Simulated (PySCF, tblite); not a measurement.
# C4H6N2: a rotation path, then NMR shifts on frames, part 2 of 2

tblite 0.8.0 and PySCF 2.14.0. Atoms count from 0.

## (5) Nuclear shieldings: image 4, PBE0/pcSseg-1

Job settings and geometry (Å):

```
{"job": {"kind": "nmr", "xc": "PBE0", "basis": "pcSseg-1", "pop": false}, "charge": 0, "multiplicity": 1}
C     -1.759000    -0.773900     0.471400
N     -0.989100    -0.297600    -0.388600
C     -0.191500     0.858500    -0.097500
C      1.310000     0.495600    -0.218800
C      1.470300    -0.908300    -0.517200
N      1.614500    -2.021300    -0.730800
H     -1.897800    -0.359500     1.479000
H     -2.334600    -1.650000     0.214300
H     -0.403400     1.275900     0.902100
H     -0.445700     1.608900    -0.851600
H      1.831100     0.699100     0.720400
H      1.796300     1.072000    -1.008800
```

Method: GIAO PBE0/pcSseg-1 NMR shielding, non-relativistic, gas phase.

The log of the run:

```text
coarse grid: 10192 points
cycle   1  E = -265.0458686567  dE =  7.612e-01  |g| = 4.588e-01  |ddm| = 3.111e+00
cycle   2  E = -264.9063030846  dE =  1.396e-01  |g| = 9.295e-01  |ddm| = 1.223e+00
cycle   3  E = -265.0979042245  dE = -1.916e-01  |g| = 1.012e-01  |ddm| = 7.671e-01
cycle   4  E = -265.0995449194  dE = -1.641e-03  |g| = 6.257e-02  |ddm| = 1.246e-01
cycle   5  E = -265.1003040174  dE = -7.591e-04  |g| = 2.063e-02  |ddm| = 4.924e-02
cycle   6  E = -265.1003953722  dE = -9.135e-05  |g| = 2.627e-03  |ddm| = 1.400e-02
cycle   7  E = -265.1003968797  dE = -1.507e-06  |g| = 6.888e-04  |ddm| = 2.355e-03
final grid: 99048 points
cycle   8  E = -265.1344247417  dE = -2.587e-05  |g| = 6.254e-03  |ddm| = 2.186e-02
cycle   9  E = -265.1344220110  dE =  2.731e-06  |g| = 7.237e-03  |ddm| = 1.173e-02
cycle  10  E = -265.1344340117  dE = -1.200e-05  |g| = 1.973e-03  |ddm| = 6.562e-03
cycle  11  E = -265.1344348458  dE = -8.341e-07  |g| = 3.058e-04  |ddm| = 1.336e-03
cycle  12  E = -265.1344348571  dE = -1.128e-08  |g| = 1.978e-04  |ddm| = 2.704e-04
cycle  13  E = -265.1344348652  dE = -8.094e-09  |g| = 3.618e-05  |ddm| = 1.378e-04
cycle  14  E = -265.1344348654  dE = -2.697e-10  |g| = 8.626e-06  |ddm| = 3.221e-05
converged SCF energy = -265.1344348654

GIAO shielding tensors (ppm)
atom      isotropic    diamagn.    paramagn.     s11        s22        s33       span
  0 C       28.979     254.924    -225.945    -68.648     40.137    115.447    184.094
  1 N     -140.954     328.430    -469.384   -529.106   -158.275    264.519    793.626
  2 C      129.505     245.772    -116.267    106.180    118.414    163.920     57.740
  3 C      168.763     250.182     -81.419    147.501    175.453    183.334     35.833
  4 C       67.284     260.077    -192.792    -47.878    -42.913    292.644    340.522
  5 N      -40.529     340.359    -380.888   -212.600   -201.070    292.084    504.685
  6 H       23.999      30.870      -6.872     20.695     24.537     26.765      6.070
  7 H       24.207      30.152      -5.945     22.808     23.635     26.178      3.370
  8 H       28.639      31.026      -2.387     25.151     28.005     32.761      7.610
  9 H       27.308      29.363      -2.055     24.292     25.793     31.839      7.546
 10 H       29.195      28.667       0.528     24.648     27.910     35.027     10.379
 11 H       28.815      27.555       1.260     24.246     27.508     34.692     10.447
```

Run time: 7.2 s. Hardware: 1 thread, shared host.

Key values: δ C0 157.9, C4 119.6, C2 57.4, C3 18.2, H6 7.72, H7 7.51 ppm.

## (6) NMR shieldings: image 6, PBE0/pcSseg-1

Job settings and geometry (Å):

```
{"job": {"kind": "nmr", "xc": "PBE0", "basis": "pcSseg-1", "pop": false}, "charge": 0, "multiplicity": 1}
C     -1.803500    -0.704800     0.646000
N     -0.953700    -0.451500    -0.232400
C     -0.198100     0.764700    -0.203500
C      1.303500     0.430700    -0.098800
C      1.589900    -0.811600    -0.776800
N      1.829100    -1.801600    -1.293600
H     -2.042200    -0.043100     1.489200
H     -2.350200    -1.633100     0.574400
H     -0.491500     1.438400     0.621000
H     -0.384200     1.267100    -1.157800
H      1.596500     0.316600     0.948900
H      1.905500     1.227500    -0.542600
```

With the program's defaults for keys left out, this is: GIAO PBE0/pcSseg-1 NMR shielding, non-relativistic, gas phase.

The log of the run:

```text
coarse grid: 10192 points
cycle   1  E = -265.0494074707  dE =  7.640e-01  |g| = 4.586e-01  |ddm| = 3.092e+00
cycle   2  E = -264.9102705710  dE =  1.391e-01  |g| = 9.285e-01  |ddm| = 1.211e+00
cycle   3  E = -265.1017494130  dE = -1.915e-01  |g| = 9.992e-02  |ddm| = 7.582e-01
cycle   4  E = -265.1033525944  dE = -1.603e-03  |g| = 6.183e-02  |ddm| = 1.257e-01
cycle   5  E = -265.1040931479  dE = -7.406e-04  |g| = 2.084e-02  |ddm| = 4.898e-02
cycle   6  E = -265.1041862065  dE = -9.306e-05  |g| = 2.501e-03  |ddm| = 1.397e-02
cycle   7  E = -265.1041875550  dE = -1.349e-06  |g| = 7.158e-04  |ddm| = 2.281e-03
final grid: 99048 points
cycle   8  E = -265.1383032250  dE = -2.519e-05  |g| = 6.247e-03  |ddm| = 2.158e-02
cycle   9  E = -265.1383013841  dE =  1.841e-06  |g| = 6.935e-03  |ddm| = 1.169e-02
cycle  10  E = -265.1383126031  dE = -1.122e-05  |g| = 1.873e-03  |ddm| = 6.406e-03
cycle  11  E = -265.1383133519  dE = -7.489e-07  |g| = 2.954e-04  |ddm| = 1.271e-03
cycle  12  E = -265.1383133632  dE = -1.129e-08  |g| = 1.812e-04  |ddm| = 2.555e-04
cycle  13  E = -265.1383133699  dE = -6.716e-09  |g| = 3.938e-05  |ddm| = 1.265e-04
cycle  14  E = -265.1383133703  dE = -3.245e-10  |g| = 8.534e-06  |ddm| = 3.536e-05
converged SCF energy = -265.1383133703

GIAO shielding tensors (ppm)
atom      isotropic    diamagn.    paramagn.     s11        s22        s33       span
  0 C       30.022     254.532    -224.510    -68.594     42.040    116.620    185.214
  1 N     -144.357     328.695    -473.052   -531.427   -160.220    258.575    790.002
  2 C      126.394     246.122    -119.728    103.317    116.573    159.291     55.974
  3 C      166.669     249.020     -82.351    151.020    169.422    179.565     28.545
  4 C       66.887     259.393    -192.506    -47.876    -44.321    292.856    340.732
  5 N      -39.833     340.060    -379.893   -208.962   -204.715    294.178    503.140
  6 H       23.941      30.531      -6.590     20.699     24.417     26.706      6.006
  7 H       24.270      29.985      -5.715     22.839     23.708     26.263      3.424
  8 H       28.594      30.948      -2.353     25.674     27.473     32.636      6.963
  9 H       27.275      29.554      -2.278     24.416     25.893     31.517      7.101
 10 H       29.340      29.068       0.272     24.707     28.337     34.976     10.268
 11 H       29.096      27.404       1.691     24.786     27.416     35.085     10.298
```

Wall time 7.2 s (1 thread, shared host).

This run: δ C0 156.9, C4 120.0, C2 60.5, C3 20.3, H6 7.78, H7 7.45 ppm.

## (7) NMR shieldings: image 8, PBE0/pcSseg-1

Job settings and geometry (Å):

```
{"job": {"kind": "nmr", "xc": "PBE0", "basis": "pcSseg-1", "pop": false}, "charge": 0, "multiplicity": 1}
C     -1.900700    -0.577000     0.805000
N     -0.964700    -0.583000    -0.021900
C     -0.201700     0.601700    -0.268700
C      1.289300     0.308100    -0.031700
C      1.798200    -0.637900    -0.993200
N      2.212200    -1.372900    -1.763300
H     -2.211100     0.302500     1.383900
H     -2.450500    -1.492200     0.964000
H     -0.513000     1.450700     0.365100
H     -0.350500     0.870800    -1.319700
H      1.428900    -0.105200     0.971100
H      1.864900     1.233700    -0.116600
```

Method: GIAO PBE0/pcSseg-1 NMR shielding, non-relativistic, gas phase.

The log of the run:

```text
coarse grid: 10192 points
cycle   1  E = -265.0551866800  dE =  7.609e-01  |g| = 4.532e-01  |ddm| = 3.077e+00
cycle   2  E = -264.9198264264  dE =  1.354e-01  |g| = 9.178e-01  |ddm| = 1.162e+00
cycle   3  E = -265.1062622138  dE = -1.864e-01  |g| = 9.600e-02  |ddm| = 7.257e-01
cycle   4  E = -265.1077584860  dE = -1.496e-03  |g| = 5.887e-02  |ddm| = 1.195e-01
cycle   5  E = -265.1084261479  dE = -6.677e-04  |g| = 2.096e-02  |ddm| = 4.717e-02
cycle   6  E = -265.1085203220  dE = -9.417e-05  |g| = 2.355e-03  |ddm| = 1.357e-02
cycle   7  E = -265.1085215055  dE = -1.183e-06  |g| = 7.372e-04  |ddm| = 2.118e-03
final grid: 99048 points
cycle   8  E = -265.1424870822  dE = -2.512e-05  |g| = 6.193e-03  |ddm| = 2.119e-02
cycle   9  E = -265.1424855944  dE =  1.488e-06  |g| = 6.779e-03  |ddm| = 1.132e-02
cycle  10  E = -265.1424963207  dE = -1.073e-05  |g| = 1.733e-03  |ddm| = 6.155e-03
cycle  11  E = -265.1424969708  dE = -6.501e-07  |g| = 2.495e-04  |ddm| = 1.158e-03
cycle  12  E = -265.1424969782  dE = -7.392e-09  |g| = 1.625e-04  |ddm| = 2.181e-04
cycle  13  E = -265.1424969834  dE = -5.224e-09  |g| = 4.548e-05  |ddm| = 1.162e-04
cycle  14  E = -265.1424969839  dE = -4.404e-10  |g| = 7.286e-06  |ddm| = 3.821e-05
converged SCF energy = -265.1424969839

GIAO shielding tensors (ppm)
atom      isotropic    diamagn.    paramagn.     s11        s22        s33       span
  0 C       30.335     253.942    -223.608    -68.343     43.391    115.956    184.299
  1 N     -145.295     328.357    -473.653   -531.278   -167.356    262.748    794.027
  2 C      122.209     246.987    -124.777     98.251    116.011    152.366     54.114
  3 C      165.051     248.031     -82.980    157.086    161.302    176.764     19.677
  4 C       63.748     258.966    -195.218    -53.306    -47.264    291.813    345.119
  5 N      -33.663     339.748    -373.411   -203.714   -197.890    300.617    504.331
  6 H       23.937      30.286      -6.350     20.755     24.558     26.496      5.741
  7 H       24.358      29.532      -5.174     22.907     23.850     26.316      3.409
  8 H       28.507      31.355      -2.848     25.516     27.582     32.422      6.906
  9 H       27.267      30.101      -2.833     24.878     26.271     30.653      5.774
 10 H       29.654      29.073       0.581     25.539     28.453     34.971      9.432
 11 H       29.193      27.612       1.581     24.435     28.029     35.115     10.680
```

Run time: 7.3 s. Hardware: 1 thread, shared host.

In short: δ C0 156.6, C4 123.2, C2 64.7, C3 21.9, H6 7.78, H7 7.36 ppm.

## (8) Side by side: NMR shifts

Shifts (ppm) of some atoms, chosen among heavy atoms and hydrogens apart, with basis size and wall time:

```tsv
frame	C0	C4	C2	H11	H10	N1	N5	functions	time
image 0	159.8	123.4	64.1	2.90	2.47	401.7	300.6	132	10 s
image 2	160.6	121.2	61.3	3.00	2.39	402.0	306.2	132	7.3 s
image 4	157.9	119.6	57.4	2.90	2.52	408.7	308.3	132	7.2 s
image 6	156.9	120.0	60.5	2.62	2.38	412.1	307.6	132	7.2 s
image 8	156.6	123.2	64.7	2.52	2.06	413.0	301.4	132	7.3 s
```

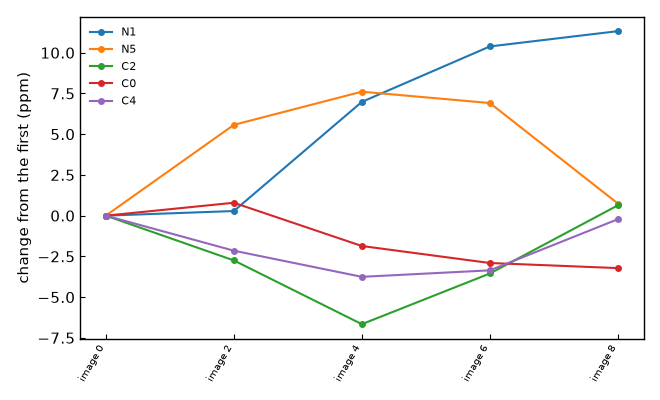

How five of the tabulated atoms move from run to run.

## (9) What came out

The summary covers parts 1 to 2.

```
                                       quantity                                   value
                                        barrier      0.179 eV (4.1 kcal/mol) at image 4
                          end to end (GFN2-xTB)                                0.063 eV
13C shifts against TMS (PBE0/pcSseg-1, image 0)            159.8, 123.4, 64.1, 20.5 ppm
 1H shifts against TMS (PBE0/pcSseg-1, image 0)  7.86, 7.44, 4.27, 3.20, 2.90, 2.47 ppm
15N shifts against NH3 (PBE0/pcSseg-1, image 0)                        401.7, 300.6 ppm
          surface potential, 1st and 99th percentile                      -1.82 V and 1.35 V
                       range of the shift of N1                      401.7 to 413.0 ppm
```

**Reading.** Along the band the dihedral turns by 138°, and the top (dihedral -3°) lies 4.1 kcal/mol above the start (GFN2-xTB, rough), so at room temperature this motion is fast. The top was not checked by a frequency run. Shifts at one fixed geometry are not the observed spectrum, which averages over the motion. In the first frame run (image 0): Shielding is most anisotropic at N1 (span 756 ppm, paramagnetic term -462 ppm). At PBE0/pcSseg-1, counted by nearest atom on the grid, the HOMO lies on N1 64 %; H6 10 %, the LUMO on N1 34 %; C0 34 %. Across the 5 runs the shift of N1 moves most, between 401.7 (image 0) and 413.0 ppm (image 8).
